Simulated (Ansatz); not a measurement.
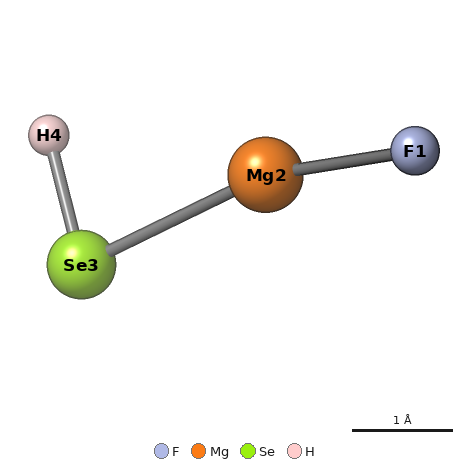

The picture comes from a calculation with Ansatz.

Orthographic view. Atoms fade into the background with distance from the viewer. Geometry: a frame of the PBE0-D4/def2-SVP trajectory.

Give the geometry as a Z-matrix, atoms in numerical order, with these reference atoms: 2 to 1; 3 to 2, 1; 4 to 3, 2, 1.

```
F  
Mg   1   1.848
Se   2   2.298   1   163.2
H    3   1.419   2    87.9   1   168.1
```
